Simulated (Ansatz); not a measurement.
# SnO (model cell, started as zinc blende): phonons and vibrational spectra, part 2 of 2

Aim: the vibrations of SnO (model cell, started as zinc blende), their spectra, and whether the structure is stable.

Ansatz 0.2.0; DFT LDA, scalar-relativistic, plane waves, PAW.

So far. Step 3 (Relaxing to small forces for the phonons): The forces vanish by symmetry and the pressure is -0.007 GPa, within the tolerances set. The cell now holds 18.85 Å³/atom. The relaxed cell has a = 5.323 Å (conventional setting).

The structure was built from a prototype and need not be the compound's stable phase.

**4. Linear response at the zone centre**

The zone centre comes first: it holds the modes that light can see, as far as symmetry allows. No field response is asked, since the mesh shows no gap.

input.yaml reads:

```yaml
crystal:
  lattice:
    - [0.0, 2.6614960121, 2.6614960121]
    - [2.6614960121, 0.0, 2.6614960121]
    - [2.6614960121, 2.6614960121, 0.0]
  atoms:
    - { symbol: Sn, position: [0.0, 0.0, 0.0] }
    - { symbol: O, position: [0.25, 0.25, 0.25] }
kpoints:
  mp_grid: { grid: [12, 12, 12] }
hamiltonian:
  xc: lda
scf:
  occupations: { method: methfessel_paxton, width: 0.15 }
output:
  eigenvalues: true
phonons:
  method: dfpt
```

Launch:

```sh
$ ansatz run input.yaml --threads 4 --pin off --max-ram 7168MiB --backend cpu --events-out ev --progress --plain --runs-dir out
```

Numbers of over 12 decimals in the logs are rounded to 6 here.

The log of the run:

```text
zone centre: on kpoints.mp_grid the ground state, and the responses unless they are solved on pairs of k-points, stand on 163 of the mesh's 1728 k-points, reduced under 8 symmetry operations, with k and −k counted as one. Each operation leaves every solved displacement unchanged or reverses it
[...]
Crystal: 2 atoms, lattice volume = 37.706 Å³
Basis set: ecut = 420 eV, 725 PW (Γ), exchange–correlation on 54×54×54 points (8 copies of the dense FFT grid, shifted against one another)
Bands: 14, of which v1, the nominal top of the filled ones, is band 10 counted from 1 (9 counted from 0)
Symmetry: 24 space group operations
k-points: 163 of 1728 (irreducible under 8 space group operations, time reversal used)
[...]
SCF iter   1: F=—  HF=-6433.890306 eV  |F-HF|=—  |Δ(HF+E_count)|=         —  Δρ=2.37e-2  dr2=2.35e-1  ethr=1.77e-3  ⟨swp⟩=5.0  Hψ=12409  notcnv=0
[...]
SCF iter  10: F=-6433.843311 eV  HF=-6433.843311 eV  |F-HF|=3.64e-12  |Δ(HF+E_count)|=  6.37e-12  S|Δr|=    0.00e0  Δρ=1.04e-7  dr2=5.04e-12  ethr=1.00e-12  ⟨swp⟩=4.6  Hψ=10085  notcnv=0
[...]
SCF 1 converged in 10 iterations: F = -6433.843311 eV  dr2 = 5.04e-12
[...]
DFPT response loops at Γ: preconditioner auto → Kerker (q_TF=auto, 2.455 Å⁻¹) (partly filled bands, converged f_vac=0.020); β = 1.00, the filter's whole step (`scf.mixing.beta` (0.50) is not read by the response loops under this deck's `scf.mixing.preconditioner`; to damp them name `kerker` or `kerker_dos`, under which they read `scf.mixing.beta`, and type it under 1.00, their step now; both keys bind the ground state too); Broyden in place of MSR1
SCF converged after 10 iterations
[...]
Free energy (F): -6433.843311 eV
[...]
Internal energy: -6433.842799 eV  (E = F + TS)
E sigma→0 (E₀):  -6433.843183 eV
Entropy (-TS):   -0.000512 eV (-0.256 meV/atom)
Fermi energy:    8.968996 eV
[...]
--- Band table (eV; the first three rows and the last of 163) ---
  k-point 0: bands = [... 6 lower, 2.6214, 5.0252, 5.0252, 5.0252, 13.4979, 13.4979, 13.4979, 18.2699]
  k-point 1: bands = [... 6 lower, 2.4352, 4.9912, 4.9912, 5.1947, 13.0497, 13.5380, 13.5380, 18.7494]
  k-point 2: bands = [... 6 lower, 1.9970, 4.9013, 4.9013, 5.5764, 12.1854, 13.6255, 13.6255, 18.7132]
  k-point 162: bands = [... 6 lower, 0.9315, 3.3353, 3.3690, 9.0671, 10.1895, 11.6453, 13.3996, 16.9251]
--- Phonons (Γ-DFPT): 2 representative perturbations + reference, on 163 of 1728 k-points (Σ response iterations 6) ---
  k mesh reduced under 8 symmetry operations, with k and −k counted as one. Each operation leaves every solved displacement unchanged or reverses it
  ASR residual: 8.448e-5 → 0.000e0 eV/Å²; symmetrization residual: 1.982e-6 eV/Å²
  ASR residual per site (eV/Å²): 2.18e-5 8.45e-5
  Γ frequencies (cm⁻¹): 0.00 0.00 0.00 218.05 218.05 218.05
  non-analytic LO–TO correction: not included (Born effective charges unavailable; polar crystals: no LO–TO splitting at Γ)
```

Elapsed: 7.5 s, on 4 threads of Arm Neoverse V2, shared host; peak memory 0.54 GiB; 28 s of CPU time.

The column dr2 measures how far the density is from self-consistency, as an energy; F and HF (Harris–Foulkes) agree once it is small.

Numbers from this step:

```yaml
sum_rule_residual_before_enforcement: 8.45e-5 eV/Å²
point_group: -43m
highest_optical_mode_at_the_zone_centre_no_lo_to_term: 218.1 cm⁻¹
lowest_optical_zone_centre_mode: 218.1 cm⁻¹
```

Patterns of degenerate modes are one choice out of their space. The modes at Γ (shares of kinetic energy by element, %):

```csv
mode,frequency (cm⁻¹),symmetry,Sn %,O %
1,0.0,acoustic,88,12
2,0.0,acoustic,88,12
3,0.0,acoustic,88,12
4,218.1,T2,12,88
5,218.1,T2,12,88
6,218.1,T2,12,88
```

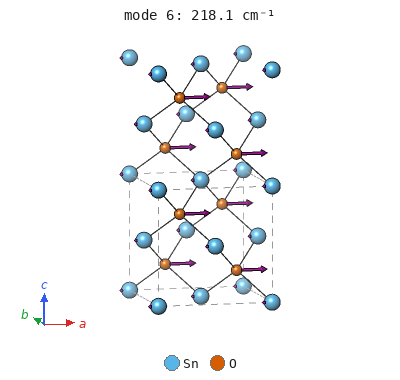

Displacement patterns of mode 6 at Γ; arrows are exaggerated. Bonds to atoms that aren't drawn are left out. 1×1×2 conventional cells are drawn. Some periodic images of atoms are drawn too.

Before it was imposed, the acoustic sum rule was missed by 8.4e-5 eV/Å². Small misses are needed for a sound result but don't prove that mesh and cutoff are converged. The lowest optical mode is real, 218 cm⁻¹.

**5. Phonons on a q mesh**

Stability and thermal properties need the whole zone. Linear response on a 4×4×4 q mesh gives force constants as far as a supercell of that size would.

input.yaml: that of step 4 with these lines changed.

```diff
@@ -18 +18,8 @@
   method: dfpt
+  qmesh: [4, 4, 4]
+  temperatures: { t_max: 1000, t_step: 50 }
+  qpath:
+    path:
+      - [[0.0, 0.0, 0.0], [-0.5, -0.5, 0.0], [-0.375, -0.375, 0.25]]
+      - [[-0.375, 0.0, 0.375], [0.0, 0.0, 0.0], [0.0, 0.0, 0.5], [-0.5, -0.25, 0.25], [-0.5, -0.5, 0.0]]
+    npoints: 10
```

The log of the run:

```text
Warning: phonons: the dynamical matrix that this run interpolates holds no multipole term above the dipole-dipole one, and a site of this crystal is no centre of inversion, so its interpolated transverse optical and acoustic branches and sound speeds can stay off near Gamma, and the density of states and the thermodynamics with them. What a run solves at a wave vector of phonons.qpoints, Gamma apart, where the deck admits one, is free of this, and under fd what a larger phonons.supercell samples
[...]
Crystal: 2 atoms, lattice volume = 37.706 Å³
Basis set: ecut = 420 eV, 725 PW (Γ), exchange–correlation on 54×54×54 points (8 copies of the dense FFT grid, shifted against one another)
Bands: 14, of which v1, the nominal top of the filled ones, is band 10 counted from 1 (9 counted from 0)
Symmetry: 24 space group operations
k-points: 72 of 1728 (time reversal used)
[...]
SCF iter   1: F=—  HF=-6433.890359 eV  |F-HF|=—  |Δ(HF+E_count)|=         —  Δρ=2.38e-2  dr2=2.35e-1  ethr=1.77e-3  ⟨swp⟩=5.0  Hψ=5455  notcnv=0
[...]
SCF iter  10: F=-6433.843311 eV  HF=-6433.843311 eV  |F-HF|=4.55e-12  |Δ(HF+E_count)|=  5.46e-12  S|Δr|=    0.00e0  Δρ=1.03e-7  dr2=4.81e-12  ethr=1.00e-12  ⟨swp⟩=4.6  Hψ=4449  notcnv=0
[...]
SCF 1 converged in 10 iterations: F = -6433.843311 eV  dr2 = 4.81e-12
[...]
SCF iter   1: F=—  HF=-6433.843311 eV  |F-HF|=—  |Δ(HF+E_count)|=         —  Δρ=4.16e-7  dr2=4.03e-11  ethr=1.54e-7  ⟨swp⟩=2.6  Hψ=7893  notcnv=0
eigensolver tolerance schedule: the retry pair's looser diagonalisation over-reported the residual by 764006.62 of it (diagonalisation noise at an unbounded share of the residual, at the tolerance the schedule requests for it); recorded, not acted on — ethr = c·dr2/N_el stays at c = 1.0e-1
[...]
SCF iter   2: F=—  HF=-6433.843311 eV  |F-HF|=—  |Δ(HF+E_count)|=   2.51e-8  S|Δr|=    0.00e0  Δρ=2.35e-7  dr2=1.49e-11  ethr=1.00e-12  ⟨swp⟩=3.4  Hψ=2508  notcnv=0
SCF iter   3: F=-6433.843311 eV  HF=-6433.843311 eV  |F-HF|=1.82e-12  |Δ(HF+E_count)|=  7.28e-12  S|Δr|=    0.00e0  Δρ=1.30e-7  dr2=2.77e-12  ethr=1.00e-12  ⟨swp⟩=3.1  Hψ=3033  notcnv=0
SCF 2 converged in 3 iterations: F = -6433.843311 eV  dr2 = 2.77e-12
phonons: the bands overlap, so this run is a metal and interpolates without the dipole-dipole term. If the crystal is really an insulator or semiconductor, its LO-TO splitting is missing
NSCF: frozen V_eff on 72 k-points
WARN: eigensolver did not converge in 3 slots of this pass, the one above among them; of largest residual over every band (k=17): 1 band(s) unlocked (lowest unlocked band 13, counted from 0; max residual 2.77e-4 eV among the unlocked bands, 2.77e-4 eV over every band); of lowest unlocked band (k=7): band 13
[...]
DFPT response loops at q = (0, 0, 0) (fractional): preconditioner auto → Kerker (q_TF=auto, 2.455 Å⁻¹) (partly filled bands, converged f_vac=0.020); β = 1.00, the filter's whole step (`scf.mixing.beta` (0.50) is not read by the response loops under this deck's `scf.mixing.preconditioner`; to damp them name `kerker` or `kerker_dos`, under which they read `scf.mixing.beta`, and type it under 1.00, their step now; both keys bind the ground state too); Broyden in place of MSR1
[...]
SCF converged after 10 iterations
[...]
Free energy (F): -6433.843311 eV
[...]
Internal energy: -6433.842799 eV  (E = F + TS)
E sigma→0 (E₀):  -6433.843183 eV
Entropy (-TS):   -0.000512 eV (-0.256 meV/atom)
Fermi energy:    8.968996 eV
[...]
--- Band table (eV; the first three rows and the last of 72) ---
  k-point 0: bands = [... 6 lower, 2.6214, 5.0252, 5.0252, 5.0252, 13.4979, 13.4979, 13.4979, 18.2699]
  k-point 1: bands = [... 6 lower, 2.4352, 4.9912, 4.9912, 5.1947, 13.0497, 13.5380, 13.5380, 18.7494]
  k-point 2: bands = [... 6 lower, 1.9970, 4.9013, 4.9013, 5.5764, 12.1854, 13.6255, 13.6255, 18.7132]
  k-point 71: bands = [... 6 lower, 0.9315, 3.3353, 3.3690, 9.0671, 10.1895, 11.6453, 13.3996, 16.9251]
--- Phonons (Γ-DFPT): 2 representative perturbations + reference (Σ response iterations 6) ---
  ASR residual: 8.668e-5 → 0.000e0 eV/Å²; symmetrization residual: 2.148e-6 eV/Å²
  ASR residual per site (eV/Å²): 1.92e-5 8.67e-5
  Γ frequencies (cm⁻¹): 0.00 0.00 0.00 218.05 218.05 218.05
--- Phonons (arbitrary-q DFPT): 8 irreducible q on the 4×4×4 mesh ---
  q = [0.0000, 0.0000, 0.0000] (star 1, of the zone-centre solve; hermiticity 1.74e-6, symmetrization 1.35e-12): -0.00 -0.00 0.00 218.05 218.05 218.05
  q = [0.0000, 0.0000, 0.2500] (star 8, 2 solved perturbations on 936 of 1728 k-point pairs; hermiticity 1.08e-6, symmetrization 4.64e-13): -28.80 -28.80 0.09 159.20 202.03 202.03
[...]
q = [0.0000, 0.2500, 0.2500] (star 6, 4 solved perturbations in 1608 linear systems a pass and spin channel, the states on 510 of 1728 k-point pairs; hermiticity 5.50e-7, symmetrization 2.95e-13): -157.67 -157.67 -156.66 114.72 118.06 118.06
[...]
sum rule: each row above includes the acoustic sum rule's correction from the zone centre's row sums; it moved no ω² by more than (1.21 cm⁻¹)²
  mesh force constants: q→R imaginary residual 7.43e-19; ASR residual 8.668e-5 → 0.000e0 eV/Å²; symmetrization residual 8.882e-16 eV/Å²
  interpolated dispersion: 62 rows × 6 modes
  density of states and harmonic sums: on the 20×20×20 q-mesh, interpolated from the force constants of a 4×4×4 supercell (no non-analytic term)
  largest difference from the sums on the solved wave vectors: F 6.32e-2 eV, S 7.07e-5 and C_V 7.46e-6 eV/K
  zero-point energy: 0.027926 eV/cell   skipped modes (ω ≤ 0): 667, of them read as no rigid motion or as one in doubt: 664 (2.587e0 modes/cell left out, lowest -263.60 cm⁻¹)   left out of the sums: 4.31e-1 of the cell's modes: C_V's classical limit lies that fraction below 3 k_B per atom; for a crystal, a wire or a layer, F and S can be off by more, and a phonons.interpolated_qmesh denser along its periods is the remedy for the sampling
```

Elapsed: 3.2 min, on 4 threads; peak memory 2.2 GiB; 12 min of CPU time.

Numbers from this step:

```yaml
sum_rule_residual_before_enforcement: 8.67e-5 eV/Å²
lowest_frequency_on_the_path: -263.6 cm⁻¹
highest_frequency_on_the_path_or_at_a_solved_wavevector: 218.4 cm⁻¹
lowest_mode_on_the_q_mesh_acoustic_modes_at_gamma_apart: -258.8 cm⁻¹
```

Frequencies (cm⁻¹) solved at each irreducible wavevector; negative means imaginary. Frequencies by wavevector, by row:

```csv
q in reciprocal lattice units,star,mode 1,mode 2,mode 3,mode 4,mode 5,mode 6
0 0 0,1,0,0,0,218.1,218.1,218.1
0 0 0.25,8,-28.8,-28.8,0.1,159.2,202,202
0 0 -0.5,4,-38.9,-38.9,-34.6,160.8,171.3,171.3
0 0.25 0.25,6,-157.7,-157.7,-156.7,114.7,118.1,118.1
0 0.25 -0.5,24,-221.2,-162.3,72.8,114.6,142.3,161.5
0 0.25 -0.25,12,-213.9,-97.5,-65.1,132.6,149.5,163.9
0 -0.5 -0.5,3,-258.8,-239.1,-239.1,106.3,106.3,145.9
0.25 -0.5 -0.25,6,-250,-200.6,-184.2,108.7,113.4,153.6
```

Interpolated from a 4×4×4 q mesh. Phonon branches along the path, in cm⁻¹:

```csv
point,branch 1,branch 2,branch 3,branch 4,branch 5,branch 6
Γ,0,0,0,218,218,218
X,-259,-239,-239,106,106,146
U,-254,-184,-80,111,111,153
jump to K,-254,-184,-80,111,111,153
Γ,0,0,0,218,218,218
L,-39,-39,-35,161,171,171
W,-250,-201,-184,109,113,154
X,-259,-239,-239,106,106,146
```

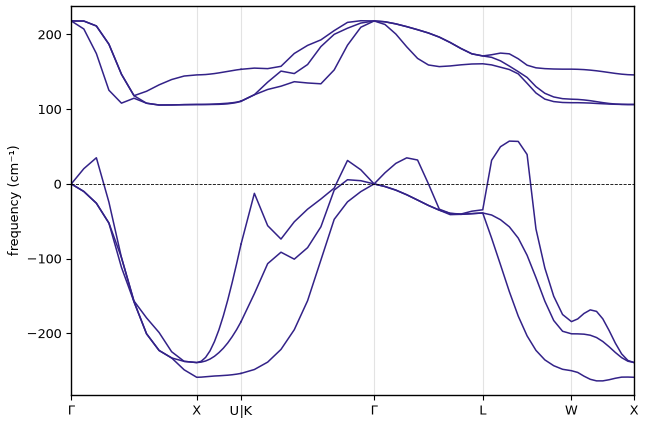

Phonon branches along the path.

The phonon density of states has structure finer than the step of the table below, so its rows give means over 25 cm⁻¹, whole bins alone (the curve runs from -262 to 218 cm⁻¹). Peaks (cm⁻¹: height): -197.5: 0.0126, 107.5: 0.0555, 152.5: 0.0752.

Tetrahedra on a 20×20×20 mesh, mean over bins of 5 cm-1. Interpolated from a 4×4×4 q mesh. Table of phonon density of states by wavenumber; means over each step:

```csv
wavenumber (cm⁻¹),phonon density of states (1/cm⁻¹/cell)
-250,0.00975
-225,0.0120
-200,0.0121
-175,0.0105
-150,0.0101
-125,0.00981
-100,0.0102
-75,0.00969
-50,0.00900
-25,0.00720
0,0.00566
25,0.00600
50,0.00578
75,0.00200
100,0.0159
125,0.0330
150,0.0459
175,0.0163
200,0.00824
```

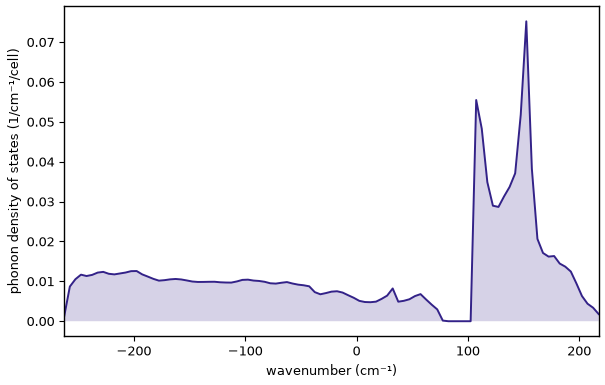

Phonon density of states against wavenumber.

The partial phonon density of states has structure finer than the step of the table below, so its rows give means over 25 cm⁻¹, whole bins alone (the curve runs from -273 to 235 cm⁻¹). Peaks (cm⁻¹: height): O -227.9: 0.0128, -208.7: 0.0131, -189.6: 0.0126, -167.3: 0.0108, -151.3: 0.0116, -106.6: 0.00881, 186.9: 0.0109; Sn 110.3: 0.0483, 151.8: 0.0542.

Phonopy on the run's constants, 19x19x19 mesh, Gaussian sigma 3.6 cm-1. Interpolated from a 4×4×4 q mesh. The partial phonon density of states by wavenumber; means over each step; values in 1/cm⁻¹/cell:

```
wavenumber (cm⁻¹)        O       Sn
             -250  0.00960   1.3e-4
             -225   0.0118   2.7e-4
             -200   0.0118   4.4e-4
             -175  0.00969   5.7e-4
             -150  0.00954   9.2e-4
             -125  0.00780  0.00148
             -100  0.00748  0.00256
              -75  0.00619  0.00400
              -50  0.00401  0.00479
              -25  0.00288  0.00525
                0   8.9e-4  0.00177
               25  0.00246  0.00402
               50  0.00232  0.00407
               75   8.7e-4  0.00195
              100   6.3e-4   0.0155
              125  0.00510   0.0278
              150  0.00836   0.0369
              175   0.0106  0.00578
              200  0.00684  0.00175
```

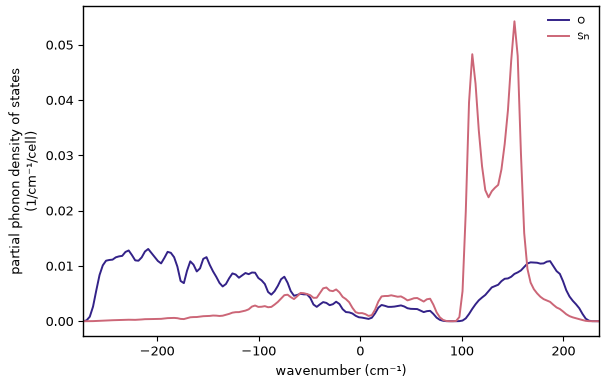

Partial phonon density of states, plotted against wavenumber.

Second derivatives of the energy by pair, one row for each kind of neighbour of each atom listed. Each entry sums the pair over the periodic images of the supercell that the q mesh stands for, and in a polar crystal it holds the long-range dipole part too. Force constants by pair, by row:

```
atom  neighbour  distance (Å)  third of the trace (eV/Å²)  along the pair's line (eV/Å²)
 Sn1     itself             0                       5.596                              –
 Sn1          O         2.305                     -0.6369                         -1.504
 Sn1         Sn         3.764                     -0.2358                        -0.9871
 Sn1          O         4.414                      0.0092                         -0.082
 Sn1         Sn         5.323                     -0.0634                        -0.0641
 Sn1          O         5.801                      0.0071                        -0.0351
 Sn1         Sn         6.519                      0.0099                         0.0122
 Sn1          O         6.915                     -0.0549                         -0.041
 Sn1          O         6.915                      0.0193                        -0.0201
  O2     itself             0                     -0.7544                              –
  O2         Sn         2.305                     -0.6369                         -1.504
  O2          O         3.764                      0.2934                         0.4913
  O2         Sn         4.414                      0.0092                         -0.082
  O2          O         5.323                      -0.256                        -0.2153
  O2         Sn         5.801                      0.0071                        -0.0351
  O2          O         6.519                      0.0506                         0.0839
  O2         Sn         6.915                      0.0193                        -0.0201
  O2         Sn         6.915                     -0.0549                         -0.041
```

Symmetry leaves 8 wavevectors to solve. The lowest mode among them, the acoustic zeros apart, lies at q = (0, -0.5, -0.5) and is imaginary, 258.8i cm⁻¹, so the energy falls along it. Between them the interpolated path dips to 264i cm⁻¹.

**6. Isotope substitution, element O, natural mass 15.999 amu**

An isotope changes the mass and not the force constants, so no new electronic calculation is needed; the shifts show which modes move this element.

The same force constants with the mass of O changed from 15.999 to 17.999 u (phonopy, no LO-TO term). Both lists are sorted by frequency; levels can cross, so a row need not hold one and the same mode. Modes under 3 cm⁻¹ are left out. Isotope shifts, by row:

```
          q  rank  natural mass (cm⁻¹)  changed mass (cm⁻¹)
      0 0 0     4                218.1                207.1
      0 0 0     5                218.1                207.1
      0 0 0     6                218.1                207.1
   0 0 0.25     1                -28.8               -28.46
   0 0 0.25     2                -28.8               -28.46
   0 0 0.25     4                159.2                155.6
   0 0 0.25     5                  202                192.8
   0 0 0.25     6                  202                192.8
   0 0 -0.5     1               -38.91               -38.16
   0 0 -0.5     2               -38.91               -38.16
   0 0 -0.5     3               -34.56               -32.71
   0 0 -0.5     4                160.8                160.2
   0 0 -0.5     5                171.3                164.6
   0 0 -0.5     6                171.3                164.6
0 0.25 0.25     1               -157.7                 -150
0 0.25 0.25     2               -157.7                 -150
0 0.25 0.25     3               -156.7               -147.7
0 0.25 0.25     4                114.7                114.7
0 0.25 0.25     5                118.1                  117
0 0.25 0.25     6                118.1                  117
```

A mode of this element alone would shift by -5.72 %. The highest zone-centre frequency without the field goes from 218.1 to 207.1 cm⁻¹ (-5.0 %). The product of the frequency ratios over all optical modes at Γ is 0.857; the product rule, (m/m′)^(3k/2) (M′/M)^(3/2) with k = 1 such atoms and M the mass of the cell, gives 0.857.

**7. Another isotope, element Sn, natural mass 118.71 amu**

The same for Sn, from 118.71 to 123.91 u.

A mode of this element alone would shift by -2.12 %. The highest zone-centre frequency without the field goes from 218.1 to 217.5 cm⁻¹ (-0.2 %). The product of the frequency ratios over all optical modes at Γ is 0.993; the product rule, (m/m′)^(3k/2) (M′/M)^(3/2) with k = 1 such atoms and M the mass of the cell, gives 0.993.

**8. Outcome**

- space group after relaxation (within 0.01 Å): F-43m
- volume per atom: 18.9 Å³
- electronic character: no gap on this mesh
- highest optical mode at the zone centre (no LO-TO term): 218 cm⁻¹
- lowest optical zone-centre mode: 218 cm⁻¹
- lowest mode on the q mesh (acoustic modes at Γ apart): -259 cm⁻¹
- highest frequency on the path or at a solved wavevector: 218 cm⁻¹
- imaginary modes on the 4×4×4 q mesh: yes

What this shows: Modes are clearly imaginary (beyond 10i cm⁻¹) at 7 of the 8 irreducible wavevectors, most at q = (0, -0.5, -0.5) (258.8i cm⁻¹), so this structure is not a minimum of the energy. The optical modes at Γ form one degenerate level at 218 cm⁻¹. The highest mode in this list at Γ, 218.1 cm⁻¹, is mostly motion of O (88 % of the kinetic energy). With no gap, or one that is small against the smearing, the frequencies hang on the k mesh and the smearing, most of all near Kohn anomalies. A semilocal functional can close a gap that the real compound would have, so the metallic treatment may be an artefact of the level. Spin-orbit coupling is left out, which can matter for the heavy elements here. A phonon run warned that its eigensolver left some bands unconverged in a pass. The starting cell was built on a prototype and not taken from a measurement, so the phase need not exist. These are harmonic frequencies at zero temperature: anharmonic shifts, linewidths and thermal expansion are left out.

[Logs are printed without paths, hosts, clocks, repeated set-up lines and the standing remarks that a program may print on its own settings, such as how far it seeks lower states.]

[Hosts, paths, dates, database ids (printed as entryN), source tags and the programs' standing remarks are cut or masked in the printed files.]
